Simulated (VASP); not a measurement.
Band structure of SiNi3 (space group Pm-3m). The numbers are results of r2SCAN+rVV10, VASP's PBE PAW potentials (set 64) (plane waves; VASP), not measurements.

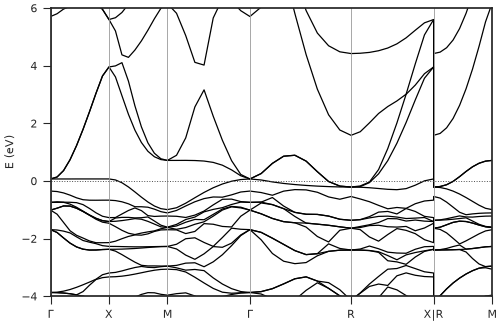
Figure. Bands along high-symmetry lines, zero at the valence-band maximum or, without a gap, the Fermi level

Q: Read the plot: is there a gap, and where are the band edges?

A: It has no gap at this level: it comes out as a metal or semimetal.

The structure comes from a measured SiNi3 entry (Pm-3m) of the Crystallography Open Database, whose conditions weren't checked. It was relaxed first, which changed the volume by -7 %. The run is not spin-polarised, so no magnetic state was tried.
